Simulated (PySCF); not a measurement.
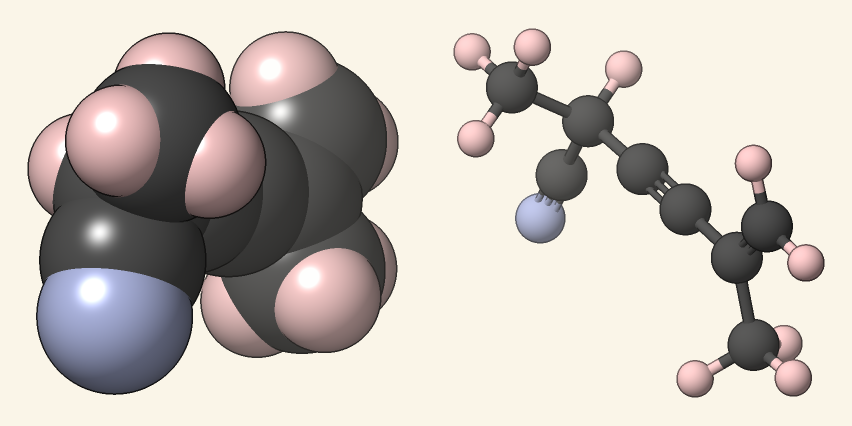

Two views of one molecule. Colours: carbon dark grey, nitrogen light blue, hydrogen pink.

The geometry was computed by an optimisation with GFN2-xTB. No frequency run is at hand to confirm it as a minimum.

**Give the formula.**

C₈H₉N, 18 atoms: 8 carbon, 9 hydrogen and 1 nitrogen.

**Give a SMILES string for it.**

C=C(C)C#C[C@H](C)C#N

**Which point group does it belong to?**

C1.

**Describe its rings.**

It has no ring.

**How many bonds of each kind are drawn?**

9 C–H, 7 C–C, 1 C–N.

More results for the same structure follow; atom numbers are the same in all pictures, views and colours differ.

## Geometry

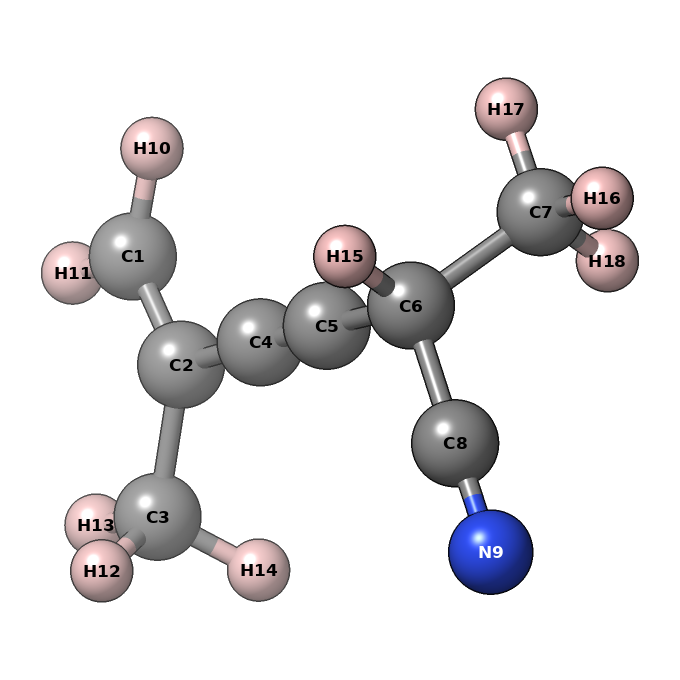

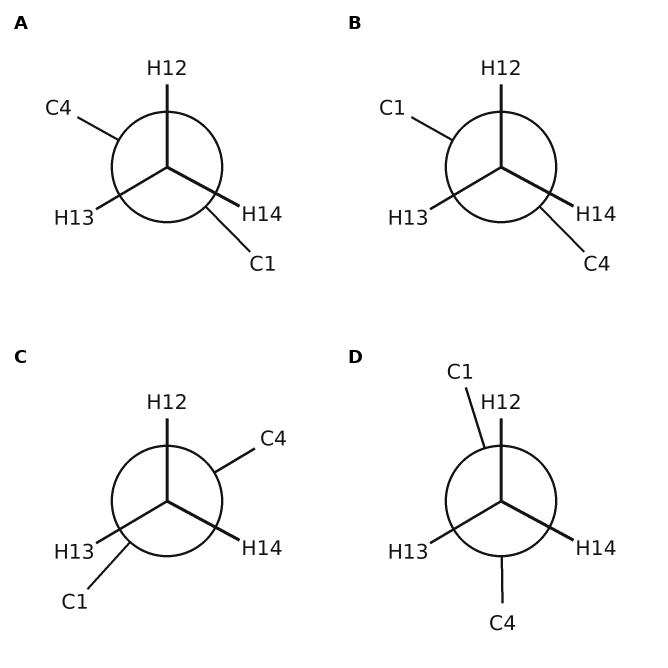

Atoms fade into the background with distance from the viewer. Bonds that would overlap in a projection are set slightly apart. No frequency run is at hand to confirm it as a minimum.

**Which Newman projection shows the view along C3–C2, with C3 in front?**

C. The torsion angle H12–C3–C2–C1 is −121°, anticlinal.

## Bond orders

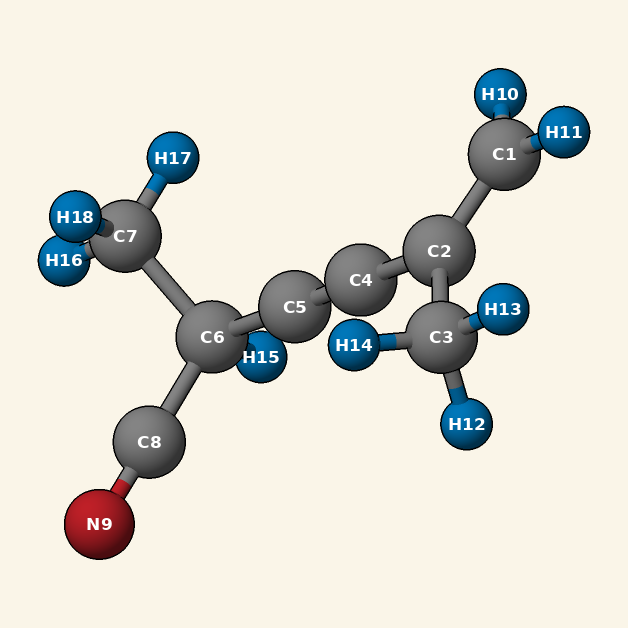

Every bond is drawn as one stick. No frequency run is at hand to confirm it as a minimum. Level of theory: PBE0/pcSseg-1 (PySCF 2.14.0).

**Which bond between heavy atoms has the highest Mayer bond order?**

C8–N9, 3.07, at a length of 1.143 Å.

List the Mayer bond orders of C1–C2, C2–C3, C2–C4, C4–C5, C5–C6, C6–C7, C6–C8, C8–N9 (bonds between heavy atoms, one of each equivalent set).

```csv
bond,Mayer order,length (Å)
C1–C2,1.95,1.330
C2–C3,1.07,1.499
C2–C4,1.06,1.418
C4–C5,2.38,1.202
C5–C6,1.01,1.456
C6–C7,1.03,1.536
C6–C8,0.98,1.450
C8–N9,3.07,1.143
```

## NMR shielding

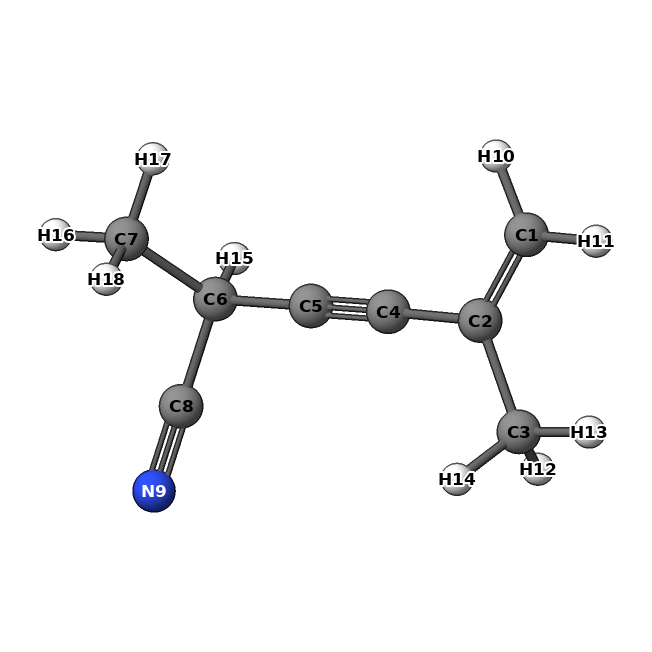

The questions are on isotropic NMR shieldings of the C atoms. No frequency run is at hand to confirm it as a minimum. Properties computed with GIAO PBE0/pcSseg-1 NMR shielding, non-relativistic, gas phase (PySCF 2.14.0).

**Which C atom is the most shielded (lowest chemical shift)?**

C6 (168.6 ppm).

**Which C atom is the least shielded (highest chemical shift)?**

C2 (52.8 ppm).

**How wide is the range of C shifts?**

115.8 ppm.

Give the isotropic NMR shieldings of the C atoms atom by atom.

```csv
atom,σ (ppm)
C1,56.1
C2,52.8
C3,160.4
C4,95.2
C5,93.5
C6,168.6
C7,164.2
C8,63.7
```

## Electronic properties

No frequency run is at hand to confirm it as a minimum. Level of theory: PBE0/pcSseg-1, gas phase (PySCF 2.14.0).

Predict the main results.

- dipole moment: 3.67 D
- HOMO energy (Kohn–Sham orbital): −7.13 eV
- LUMO energy (Kohn–Sham orbital): −0.88 eV
- HOMO–LUMO gap: 6.25 eV
